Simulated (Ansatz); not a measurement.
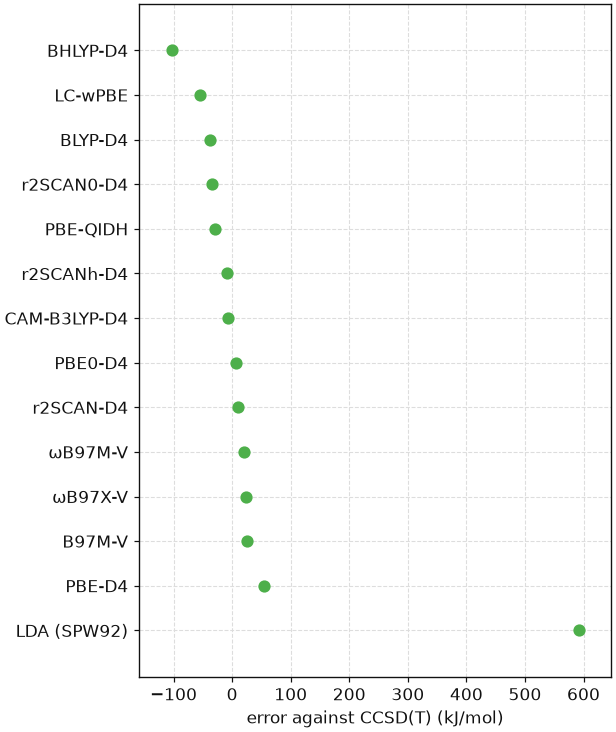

Error in the electronic atomisation energy (method less reference, so positive means overbinding) of C₂H₈S₂Si, SMILES CSCS[SiH3]: functionals in def2-TZVPP against frozen-core CCSD(T) at the limit (MP2 extrapolated from triple and quadruple zeta, plus CCSD(T) less MP2 in a smaller set), which gives 4399.4 kJ/mol, at a PBE0-D4/def2-TZVP geometry (a minimum by its frequencies), no zero-point or spin-orbit term, the Ansatz code. The reference leaves out core correlation, a term that grows with the number of heavy atoms. PBE-QIDH holds a correlation term that converges slowly with the basis, so part of the distance to the limit is basis error. No dispersion term is added to LC-wPBE and PBE-QIDH.

Q: What range do the values span?

A: From −103.3 kJ/mol (BHLYP-D4) to 592.1 kJ/mol (LDA (SPW92)).

Q: Give the values.

A:
| level | kJ/mol |
| --- | --- |
| BHLYP-D4 | −103.3 |
| LC-wPBE | −54.9 |
| BLYP-D4 | −37.8 |
| r2SCAN0-D4 | −35.0 |
| PBE-QIDH | −29.1 |
| r2SCANh-D4 | −8.6 |
| CAM-B3LYP-D4 | −7.7 |
| PBE0-D4 | 5.9 |
| r2SCAN-D4 | 10.4 |
| ωB97M-V | 20.5 |
| ωB97X-V | 24.2 |
| B97M-V | 25.0 |
| PBE-D4 | 53.8 |
| LDA (SPW92) | 592.1 |

Caveats, for all or some of the runs: one conformer of a flexible molecule.
